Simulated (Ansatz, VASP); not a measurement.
# EuZn2P2 in two plane-wave programs

Wanted: the spread between two codes on one cell, functional and k mesh. The cell comes out of earlier VASP steps on this material, which relaxed, scaled or displaced it; both programs get it as it stands.

Main program and level: Ansatz 0.2.0; plane waves, with VASP 6.6.1 beside it; zone-centre phonons at PBEsol, DFT+U.

**1. Set-up**

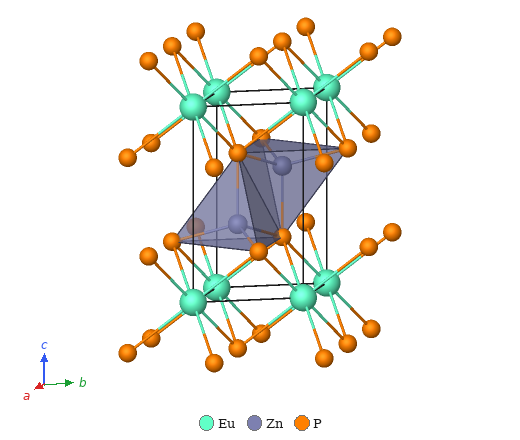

The starting structure, seen slightly off an axis (europium green, zinc blue, phosphorus orange). Some periodic images of atoms are drawn too.

Structure file:

```cif
data_structure
_symmetry_space_group_name_H-M 'P-3m1'
_symmetry_Int_Tables_number 164
_cell_length_a 4.0311
_cell_length_b 4.0311
_cell_length_c 6.8528
_cell_angle_alpha 90.000
_cell_angle_beta 90.000
_cell_angle_gamma 120.000
_cell_volume 96.44
loop_
_atom_site_label
_atom_site_type_symbol
_atom_site_symmetry_multiplicity
_atom_site_Wyckoff_symbol
_atom_site_fract_x
_atom_site_fract_y
_atom_site_fract_z
_atom_site_occupancy
Eu1 Eu 1 a 0.00000 0.00000 0.00000 1
Zn1 Zn 2 d 0.66667 0.33333 0.36708 1
P1 P 2 d 0.66667 0.33333 0.73136 1
```

**2. VASP: zone-centre phonons, PBEsol, DFT+U**

Second derivatives magnify differences that forces hide, and they need a tight electronic threshold.

Lines of VASP's logs that name or quote its potential files are left out, and so is its time.

Contents of INCAR:

```
SYSTEM = EuZn2P2
PREC = Accurate
ENCUT = 450
EDIFF = 1E-08
NELM = 150
ISMEAR = 1
SIGMA = 0.2
LREAL = .FALSE.
ALGO = Normal
GGA = PS
NBANDS = 34
ISPIN = 2
MAGMOM = 6.703 -0.004 -0.004 -0.028 -0.028
LDAU = .TRUE.
LDAUTYPE = 2
LDAUL = 3 -1 -1
LDAUU = 5 0 0
LDAUJ = 0 0 0
LDAUPRINT = 1
LASPH = .TRUE.
LMAXMIX = 6
AMIX = 0.2
BMIX = 1E-04
AMIX_MAG = 0.8
BMIX_MAG = 1E-04
LORBIT = 11
LWAVE = .FALSE.
LCHARG = .FALSE.
KPAR = 4
IBRION = 6
NFREE = 2
POTIM = 0.015
ISIF = 2
NSW = 1
```

Contents of POSCAR:

```
EuZn2P2
1.0
    4.0311289793      0.0000000000      0.0000000000
   -2.0155644897      3.4910601020      0.0000000000
    0.0000000000      0.0000000000      6.8528054717
Eu Zn P
1 2 2
Direct
    0.0000000000      0.0000000000      0.0000000000
    0.6666666700      0.3333333300      0.3670823366
    0.3333333300      0.6666666700      0.6329176634
    0.6666666700      0.3333333300      0.7313553641
    0.3333333300      0.6666666700      0.2686446359
```

Contents of KPOINTS:

```
Automatic mesh
0
Gamma
9 9 5
0 0 0
```

PAW data sets: Eu, Zn and P (PBE family, release 64).

On the command line:

```
$ mpirun -np 4 vasp_std
```

Numbers of over 12 decimals in the logs are rounded to 6 here.

The log of the run:

```text
[banner, memory and clock lines left out]
running    4 mpi-ranks, on    1 nodes
 distrk:  each k-point on    1 cores,    4 groups
 distr:  one band on    1 cores,    1 groups

 POSCAR found type information on POSCAR EuZnP
 POSCAR found :  3 types and       5 ions
|                                                                             |
|               ----> ADVICE to this user running VASP <----                  |
|                                                                             |
|     You enforced a specific xc type in the INCAR file but a different       |
|     [... a line on the potential file left out ...]
|     I HOPE YOU KNOW WHAT YOU ARE DOING!                                     |
|                                                                             |

 LDA part: xc-table for (Slater+PW92), standard interpolation
 POSCAR, INCAR and KPOINTS ok, starting setup
 FFT: planning ... GRIDC
 FFT: planning ... GRID_SOFT
 FFT: planning ... GRID
 WAVECAR not read
 entering main loop
       N       E                     dE             d eps       ncg     rms          rms(c)
DAV:   1     0.312477857703E+03    0.31248E+03   -0.19617E+04  9102   0.476E+03
DAV:   2     0.367759994350E+02   -0.27570E+03   -0.24700E+03  8184   0.431E+02
DAV:   3    -0.200043176300E+02   -0.56780E+02   -0.55250E+02  8958   0.170E+02
DAV:   4    -0.251778868617E+02   -0.51736E+01   -0.51406E+01 12050   0.466E+01
DAV:   5    -0.255715554937E+02   -0.39367E+00   -0.39302E+00 13262   0.120E+01    0.374E+01
DAV:   6    -0.293567353737E+02   -0.37852E+01   -0.50008E+00 11954   0.446E+01    0.213E+01
DAV:   7    -0.293873120457E+02   -0.30577E-01   -0.28712E+00 11348   0.260E+01    0.138E+01
DAV:   8    -0.293936771367E+02   -0.63651E-02   -0.99796E-01 11332   0.126E+01    0.786E+00
DAV:   9    -0.293857088061E+02    0.79683E-02   -0.12421E-01 12272   0.366E+00    0.406E+00
DAV:  10    -0.293818818003E+02    0.38270E-02   -0.28551E-02 11648   0.207E+00    0.227E+00
DAV:  11    -0.293767680674E+02    0.51137E-02   -0.16144E-02 10848   0.136E+00    0.114E+00
DAV:  12    -0.293764137033E+02    0.35436E-03   -0.42637E-03 11368   0.355E-01    0.810E-01
DAV:  13    -0.293764010655E+02    0.12638E-04   -0.17493E-03 11304   0.330E-01    0.347E-01
DAV:  14    -0.293764459344E+02   -0.44869E-04   -0.32109E-04 11128   0.146E-01    0.124E-01
DAV:  15    -0.293763810121E+02    0.64922E-04   -0.21518E-04 10824   0.116E-01    0.761E-02
DAV:  16    -0.293763833807E+02   -0.23686E-05   -0.67432E-05 10080   0.511E-02    0.404E-02
DAV:  17    -0.293763846902E+02   -0.13096E-05   -0.14497E-05 12512   0.226E-02    0.330E-02
DAV:  18    -0.293763850927E+02   -0.40253E-06   -0.32966E-06  9848   0.124E-02    0.131E-02
DAV:  19    -0.293763847628E+02    0.32997E-06   -0.20169E-06 11624   0.144E-02    0.802E-03
DAV:  20    -0.293763847005E+02    0.62311E-07   -0.89849E-07  9832   0.800E-03    0.358E-03
DAV:  21    -0.293763846987E+02    0.17726E-08   -0.22013E-07 10040   0.289E-03    0.307E-03
DAV:  22    -0.293763847037E+02   -0.50204E-08   -0.56898E-08  5808   0.201E-03
   1 F= -.29376385E+02 E0= -.29376724E+02  d E =0.101839E-02  mag=     7.0012
[... from here on, the cycles between the ionic steps are left out ...]
   2 F= -.29375960E+02 E0= -.29376301E+02  d E =0.102162E-02  mag=     7.0012
   7 F= -.29375793E+02 E0= -.29376132E+02  d E =0.101799E-02  mag=     7.0012
   8 F= -.29375893E+02 E0= -.29376232E+02  d E =0.101750E-02  mag=     7.0012
   9 F= -.29375767E+02 E0= -.29376107E+02  d E =0.101857E-02  mag=     7.0012
  10 F= -.29375624E+02 E0= -.29375964E+02  d E =0.101952E-02  mag=     7.0012
  11 F= -.29375624E+02 E0= -.29375964E+02  d E =0.101952E-02  mag=     7.0012
  12 F= -.29375694E+02 E0= -.29376031E+02  d E =0.101039E-02  mag=     7.0012
 Finite differences progress:
  Degree of freedom:   6/  6
  Displacement:        1/  2
  Total:              11/ 12
 bond charge predicted
       N       E                     dE             d eps       ncg     rms          rms(c)
DAV:   1    -0.293720118161E+02    0.36824E-02   -0.41803E-01  6896   0.215E+00    0.350E-01
DAV:   2    -0.293756587308E+02   -0.36469E-02   -0.41903E-02 11116   0.153E+00    0.322E-01
DAV:   3    -0.293756454428E+02    0.13288E-04   -0.12614E-03  9464   0.205E-01    0.219E-01
DAV:   4    -0.293755500028E+02    0.95440E-04   -0.22961E-04 12248   0.155E-01    0.172E-01
DAV:   5    -0.293755244940E+02    0.25509E-04   -0.11776E-04  9884   0.881E-02    0.108E-01
DAV:   6    -0.293755257036E+02   -0.12096E-05   -0.40458E-05 11816   0.489E-02    0.534E-02
DAV:   7    -0.293755259525E+02   -0.24891E-06   -0.71269E-06 10208   0.177E-02    0.241E-02
DAV:   8    -0.293755257191E+02    0.23345E-06   -0.22914E-06 12470   0.109E-02    0.146E-02
DAV:   9    -0.293755252050E+02    0.51402E-06   -0.12931E-06  9552   0.593E-03    0.100E-02
DAV:  10    -0.293755251689E+02    0.36132E-07   -0.94423E-07 11016   0.496E-03    0.520E-03
DAV:  11    -0.293755251234E+02    0.45467E-07   -0.14915E-07  9376   0.253E-03    0.307E-03
DAV:  12    -0.293755251103E+02    0.13109E-07   -0.57308E-08  8504   0.184E-03    0.165E-03
DAV:  13    -0.293755251106E+02   -0.22737E-09   -0.13786E-08  5170   0.136E-03
  13 F= -.29375525E+02 E0= -.29375869E+02  d E =0.103117E-02  mag=     7.0012
 Finite differences progress:
  Degree of freedom:   6/  6
  Displacement:        2/  2
  Total:              12/ 12
```

Parts of OUTCAR (step 2):

```text
ion  position               nearest neighbor table
   1  0.000  0.000  0.000-   4 2.97   5 2.97   4 2.97   5 2.97   4 2.97   5 2.97
   2  0.667  0.333  0.367-   5 2.42   5 2.42   5 2.42   4 2.50   3 2.96   3 2.96   3 2.96
   3  0.333  0.667  0.633-   4 2.42   4 2.42   4 2.42   5 2.50   2 2.96   2 2.96   2 2.96
   4  0.667  0.333  0.731-   3 2.42   3 2.42   3 2.42   2 2.50   1 2.97   1 2.97   1 2.97
   5  0.333  0.667  0.269-   2 2.42   2 2.42   2 2.42   3 2.50   1 2.97   1 2.97   1 2.97

  LATTYP: Found a hexagonal cell.
 ALAT       =     4.0311289793
 C/A-ratio  =     1.6999717714

 Subroutine GETGRP returns: Found 12 space group operations
 (whereof 12 operations were pure point group operations)

The static configuration has the point symmetry D_3d.

 Found     50 irreducible k-points:

   k-points           NKPTS =     50   k-points in BZ     NKDIM =     50   number of bands    NBANDS=     34

   dimension x,y,z NGX =    28 NGY =   28 NGZ =   48
   dimension x,y,z NGXF=    56 NGYF=   56 NGZF=   96

   ENCUT  =  450.0 eV  33.07 Ry    5.75 a.u.   6.97  6.97 11.85*2*pi/ulx,y,z

   NELECT =      51.0000    total number of electrons

 k-points in reciprocal lattice and weights: Automatic mesh
   0.00000000  0.00000000  0.00000000       0.002
   0.11111111  0.00000000  0.00000000       0.015
   0.22222222  0.00000000  0.00000000       0.015
   0.33333333  0.00000000  0.00000000       0.015
   0.44444444  0.00000000  0.00000000       0.015
   0.11111111  0.11111111  0.00000000       0.015
   0.22222222  0.11111111  0.00000000       0.030
   0.33333333  0.11111111  0.00000000       0.030
   0.44444444  0.11111111  0.00000000       0.015
[...]
-0.22222222 -0.44444444  0.40000000       0.030
   0.33333333  0.33333333  0.40000000       0.010

atom =   1  type =  1  l = 3

 onsite density matrix

spin component  1

  0.9652 -0.0000 -0.0000 -0.0005  0.0000 -0.0000  0.0000
 -0.0000  0.9674 -0.0000  0.0000  0.0062  0.0000 -0.0000
 -0.0000 -0.0000  0.9637 -0.0000 -0.0000  0.0062 -0.0000
 -0.0005  0.0000 -0.0000  0.9725  0.0000 -0.0000  0.0000
  0.0000  0.0062 -0.0000  0.0000  0.9637 -0.0000 -0.0000
 -0.0000  0.0000  0.0062 -0.0000 -0.0000  0.9674  0.0000
  0.0000 -0.0000 -0.0000  0.0000 -0.0000  0.0000  0.9709

spin component  2

  0.0016 -0.0000  0.0000  0.0012  0.0000  0.0000 -0.0000
 -0.0000  0.0031 -0.0000  0.0000 -0.0005  0.0000  0.0000
  0.0000 -0.0000  0.0015 -0.0000  0.0000 -0.0005  0.0000
  0.0012  0.0000 -0.0000  0.0014 -0.0000 -0.0000 -0.0000
  0.0000 -0.0005  0.0000 -0.0000  0.0015 -0.0000 -0.0000
  0.0000  0.0000 -0.0005 -0.0000 -0.0000  0.0031  0.0000
 -0.0000  0.0000  0.0000 -0.0000 -0.0000  0.0000  0.0008

 occupancies and eigenvectors

  o =  0.0002  v =  0.0000  0.0000  0.0000  0.0000  0.0000  0.0000  0.0000  0.6814  0.0000 -0.0000 -0.7319 -0.0000 -0.0000 -0.0000      0.0000  0.0000  0.0000  0.0000  0.0000  0.0000  0.0000  0.0000  0.0000  0.0000  0.0000  0.0000  0.0000  0.0000
[...]
-----------------------------------------------------------------------------------
    total drift:                               -0.000000      0.000000     -0.000065

  FREE ENERGIE OF THE ION-ELECTRON SYSTEM (eV)
  ---------------------------------------------------
  free  energy   TOTEN  =       -29.3755251106 eV

  energy  without entropy=      -29.3765562796  energy(sigma->0) =      -29.37586883

 Eigenvectors and eigenvalues of the dynamical matrix
 ----------------------------------------------------

   1 f  =    8.876419 THz    55.772183 2PiTHz  296.085455 cm-1    36.709901 meV
             X         Y         Z           dx          dy          dz
      0.000000  0.000000  0.000000     0.000000   -0.000000    0.000000
      2.015565  1.163687  2.515544     0.000000   -0.000000   -0.085729
     -0.000000  2.327373  4.337262    -0.000000    0.000000    0.085729
      2.015565  1.163687  5.011836     0.000000   -0.000000    0.701891
     -0.000000  2.327373  1.840969    -0.000000    0.000000   -0.701891

   2 f  =    8.475153 THz    53.250957 2PiTHz  282.700675 cm-1    35.050401 meV
             X         Y         Z           dx          dy          dz
      0.000000  0.000000  0.000000    -0.000000   -0.000000    0.000000
      2.015565  1.163687  2.515544     0.254347   -0.228198    0.000000
     -0.000000  2.327373  4.337262    -0.254347    0.228198   -0.000000
      2.015565  1.163687  5.011836     0.460785   -0.413413   -0.000000
     -0.000000  2.327373  1.840969    -0.460785    0.413413    0.000000

   3 f  =    8.475153 THz    53.250957 2PiTHz  282.700675 cm-1    35.050401 meV
             X         Y         Z           dx          dy          dz
      0.000000  0.000000  0.000000    -0.000000   -0.000000   -0.000000
      2.015565  1.163687  2.515544     0.228198    0.254347   -0.000000
     -0.000000  2.327373  4.337262    -0.228198   -0.254347    0.000000
      2.015565  1.163687  5.011836     0.413413    0.460785    0.000000
     -0.000000  2.327373  1.840969    -0.413413   -0.460785   -0.000000

   4 f  =    8.048574 THz    50.570684 2PiTHz  268.471541 cm-1    33.286214 meV
             X         Y         Z           dx          dy          dz
      0.000000  0.000000  0.000000    -0.091977    0.082523   -0.000000
      2.015565  1.163687  2.515544    -0.246106    0.220808    0.000000
     -0.000000  2.327373  4.337262    -0.246106    0.220808    0.000000
      2.015565  1.163687  5.011836     0.460666   -0.413313    0.000000
     -0.000000  2.327373  1.840969     0.460666   -0.413313   -0.000000

   5 f  =    8.048574 THz    50.570684 2PiTHz  268.471541 cm-1    33.286214 meV
             X         Y         Z           dx          dy          dz
      0.000000  0.000000  0.000000    -0.082523   -0.091977    0.000000
      2.015565  1.163687  2.515544    -0.220808   -0.246106   -0.000000
     -0.000000  2.327373  4.337262    -0.220808   -0.246106    0.000000
      2.015565  1.163687  5.011836     0.413313    0.460666   -0.000000
     -0.000000  2.327373  1.840969     0.413313    0.460666    0.000000

   6 f  =    6.459429 THz    40.585791 2PiTHz  215.463365 cm-1    26.714041 meV
             X         Y         Z           dx          dy          dz
      0.000000  0.000000  0.000000    -0.000000    0.000000    0.004413
      2.015565  1.163687  2.515544     0.000000    0.000000   -0.403240
     -0.000000  2.327373  4.337262    -0.000000    0.000000   -0.403240
      2.015565  1.163687  5.011836     0.000000   -0.000000    0.580851
     -0.000000  2.327373  1.840969     0.000000   -0.000000    0.580851

   7 f  =    4.292828 THz    26.972636 2PiTHz  143.193339 cm-1    17.753703 meV
             X         Y         Z           dx          dy          dz
      0.000000  0.000000  0.000000     0.000000    0.000000   -0.748248
      2.015565  1.163687  2.515544    -0.000000    0.000000    0.384015
     -0.000000  2.327373  4.337262    -0.000000   -0.000000    0.384015
      2.015565  1.163687  5.011836     0.000000    0.000000    0.269435
     -0.000000  2.327373  1.840969    -0.000000   -0.000000    0.269435

   8 f  =    4.116787 THz    25.866537 2PiTHz  137.321238 cm-1    17.025656 meV
             X         Y         Z           dx          dy          dz
      0.000000  0.000000  0.000000    -0.000000   -0.000000    0.000000
      2.015565  1.163687  2.515544    -0.000000   -0.000000   -0.701891
     -0.000000  2.327373  4.337262     0.000000    0.000000    0.701891
      2.015565  1.163687  5.011836     0.000000   -0.000000   -0.085729
     -0.000000  2.327373  1.840969    -0.000000    0.000000    0.085729

   9 f  =    3.049819 THz    19.162580 2PiTHz  101.731023 cm-1    12.613034 meV
             X         Y         Z           dx          dy          dz
      0.000000  0.000000  0.000000     0.549608   -0.493123    0.000000
      2.015565  1.163687  2.515544    -0.332931    0.298715   -0.000000
     -0.000000  2.327373  4.337262    -0.332931    0.298715   -0.000000
      2.015565  1.163687  5.011836    -0.122997    0.110356   -0.000000
     -0.000000  2.327373  1.840969    -0.122997    0.110356   -0.000000

  10 f  =    3.049819 THz    19.162580 2PiTHz  101.731023 cm-1    12.613034 meV
             X         Y         Z           dx          dy          dz
      0.000000  0.000000  0.000000    -0.493123   -0.549608    0.000000
      2.015565  1.163687  2.515544     0.298715    0.332931   -0.000000
     -0.000000  2.327373  4.337262     0.298715    0.332931    0.000000
      2.015565  1.163687  5.011836     0.110356    0.122997    0.000000
     -0.000000  2.327373  1.840969     0.110356    0.122997    0.000000

  11 f  =    2.518544 THz    15.824480 2PiTHz   84.009591 cm-1    10.415857 meV
             X         Y         Z           dx          dy          dz
      0.000000  0.000000  0.000000     0.000000   -0.000000   -0.000000
      2.015565  1.163687  2.515544     0.460787   -0.413411   -0.000000
     -0.000000  2.327373  4.337262    -0.460787    0.413411    0.000000
      2.015565  1.163687  5.011836    -0.254348    0.228197    0.000000
     -0.000000  2.327373  1.840969     0.254348   -0.228197    0.000000

  12 f  =    2.518544 THz    15.824480 2PiTHz   84.009591 cm-1    10.415857 meV
             X         Y         Z           dx          dy          dz
      0.000000  0.000000  0.000000    -0.000000   -0.000000   -0.000000
      2.015565  1.163687  2.515544    -0.413411   -0.460787   -0.000000
     -0.000000  2.327373  4.337262     0.413411    0.460787   -0.000000
      2.015565  1.163687  5.011836     0.228197    0.254348   -0.000000
     -0.000000  2.327373  1.840969    -0.228197   -0.254348   -0.000000

  13 f/i=    0.003365 THz     0.021144 2PiTHz    0.112252 cm-1     0.013917 meV
             X         Y         Z           dx          dy          dz
      0.000000  0.000000  0.000000    -0.000000   -0.000000   -0.663405
      2.015565  1.163687  2.515544    -0.000000   -0.000000   -0.435809
     -0.000000  2.327373  4.337262    -0.000000   -0.000000   -0.435809
      2.015565  1.163687  5.011836    -0.000000   -0.000000   -0.300029
     -0.000000  2.327373  1.840969    -0.000000   -0.000000   -0.300029

  14 f/i=    0.009234 THz     0.058021 2PiTHz    0.308026 cm-1     0.038190 meV
             X         Y         Z           dx          dy          dz
      0.000000  0.000000  0.000000    -0.484723   -0.452256    0.000000
      2.015565  1.163687  2.515544    -0.319214   -0.297833    0.000000
     -0.000000  2.327373  4.337262    -0.319214   -0.297833    0.000000
      2.015565  1.163687  5.011836    -0.218927   -0.204263    0.000000
     -0.000000  2.327373  1.840969    -0.218927   -0.204263    0.000000

  15 f/i=    0.009234 THz     0.058021 2PiTHz    0.308026 cm-1     0.038190 meV
             X         Y         Z           dx          dy          dz
      0.000000  0.000000  0.000000    -0.452256    0.484723   -0.000000
      2.015565  1.163687  2.515544    -0.297833    0.319214   -0.000000
     -0.000000  2.327373  4.337262    -0.297833    0.319214   -0.000000
      2.015565  1.163687  5.011836    -0.204263    0.218927   -0.000000
     -0.000000  2.327373  1.840969    -0.204263    0.218927   -0.000000

 ELASTIC MODULI CONTR FROM IONIC RELAXATION (kBar)
 Direction    XX          YY          ZZ          XY          YZ          ZX
 --------------------------------------------------------------------------------
 XX         -62.9657     45.0694     -6.5057      0.0000     64.6724     -0.0000
 YY          45.0694    -62.9657     -6.5057      0.0000    -64.6724      0.0000
 ZZ          -6.5057     -6.5057   -212.2837      0.0000     -0.0000     -0.0000
 XY           0.0000      0.0000      0.0000    -54.0175      0.0000     64.6724
 YZ          64.6724    -64.6724     -0.0000      0.0000   -132.5181      0.0000
 ZX          -0.0000      0.0000     -0.0000     64.6724      0.0000   -132.5181
 --------------------------------------------------------------------------------

 total charge
# of ion       s       p       d       f       tot
--------------------------------------------------
    1        2.031   5.743   0.339   6.775  14.888
    2        0.554   0.510   9.759   0.000  10.824
    3        0.554   0.510   9.759   0.000  10.824
    4        1.015   1.515   0.000   0.000   2.529
    5        1.015   1.515   0.000   0.000   2.529
--------------------------------------------------
tot          5.169   9.792  19.857   6.775  41.594

 magnetization (x)
# of ion       s       p       d       f       tot
--------------------------------------------------
    1       -0.011  -0.100   0.065   6.750   6.704
    2       -0.002  -0.002  -0.001   0.000  -0.004
    3       -0.002  -0.002  -0.001   0.000  -0.004
    4       -0.005  -0.022   0.000   0.000  -0.027
    5       -0.005  -0.022   0.000   0.000  -0.027
--------------------------------------------------
tot         -0.025  -0.148   0.064   6.750   6.641
```

(Continued in part 2 of 2.)

[Lines on the potential files, build, host, timing and source positions are cut from VASP's logs without a mark.]

[Logs are printed without paths, hosts, clocks, repeated set-up lines and the standing remarks that a program may print on its own settings, such as how far it seeks lower states.]

[Hosts, paths, dates, database ids (printed as entryN), source tags and the programs' standing remarks are cut or masked in the printed files.]
